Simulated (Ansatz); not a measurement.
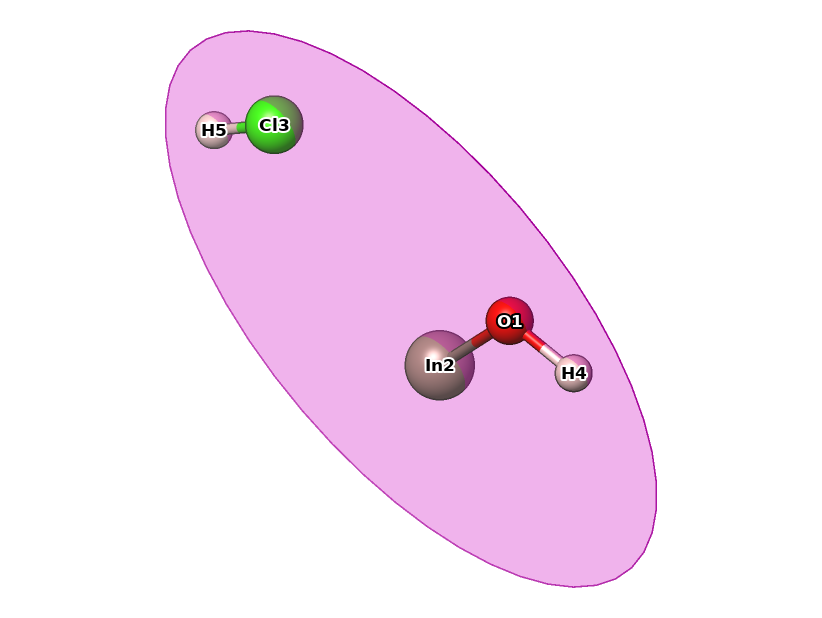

A disc through the centre of mass is drawn in. Distant atoms are faded towards the background colour. The geometry was computed by an optimisation with PBE-D4/def2-SVP. No frequency run is at hand to confirm it as a minimum.

Question: Is the plane of the disc a mirror plane of the structure?

Answer: Yes. The reflection leaves O1, In2, Cl3, H4, H5 in place. The point group is Cs.
